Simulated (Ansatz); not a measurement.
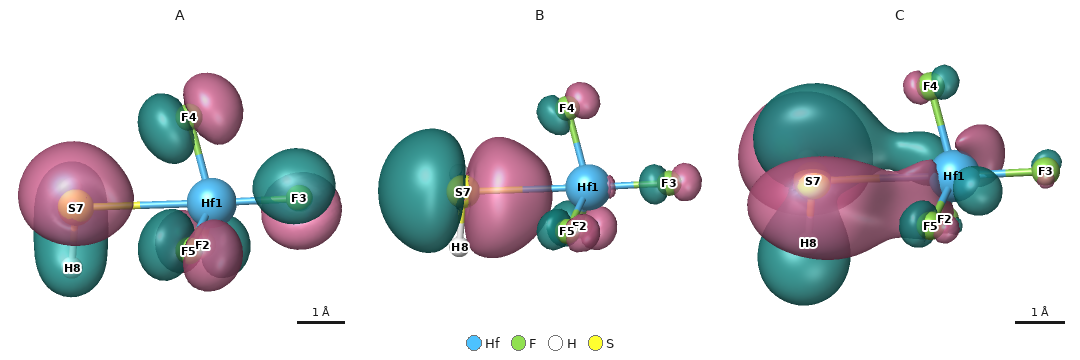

*F4H2HfS. Three frontier orbitals at ±0.08 Å⁻³ᐟ² (teal and pink are the two phases), in no order.*

The reactant side of a reaction path; geometry: PBE0-D4/def2-TZVP; core potentials replace the inner electrons of Hf.

Computed with RKS PBE0-D4/def2-TZVPP (Ansatz).

Input

```
crystal:
  periodic: [false, false, false]
  atoms:
    - {symbol: Hf, position_ang: [-0.542704, -0.575260, -0.731345]}
    - {symbol: F, position_ang: [1.319962, -1.011800, -0.694306]}
    - {symbol: F, position_ang: [-1.195104, -1.731268, -2.093418]}
    - {symbol: F, position_ang: [-1.539615, -1.158607, 0.793913]}
    - {symbol: F, position_ang: [-0.954160, 1.150875, -1.446957]}
    - {symbol: H, position_ang: [1.104105, 0.350834, 2.060001]}
    - {symbol: S, position_ang: [0.368230, 1.249521, 1.384497]}
    - {symbol: H, position_ang: [1.439286, 1.725704, 0.727613]}
basis:
  gaussian: {orbitals: def2-TZVPP}
hamiltonian: {xc: pbe0, dispersion: d4}
output: {orbitals: {seedname: orbitals}}
```

Command:

```sh
ansatz run in.yaml --threads 8 --pin off --events-out ev --progress --plain --max-ram 19148MiB
```

> Which picture is the HOMO−1, the HOMO and the LUMO?

A is the HOMO−1 (−11.32 eV). By Hirshfeld shares it lies mainly on F3 (about 25 %), S7 (about 25 %), F5 (about 15 %), F4 (about 15 %) and F2 (about 10 %); largely a combination of lone pairs on F3, S7, F5, F4 and F2. B is the HOMO (−9.25 eV). Its weight (Hirshfeld) is mainly on S7 (about 80 %); largely a lone pair of S7. C is the LUMO (−0.54 eV). Its weight (Hirshfeld) is mainly on S7 (about 50 %), H6 (about 15 %), H8 (about 15 %) and Hf1 (about 15 %).

> What is the HOMO–LUMO gap?

8.71 eV between the orbital energies.
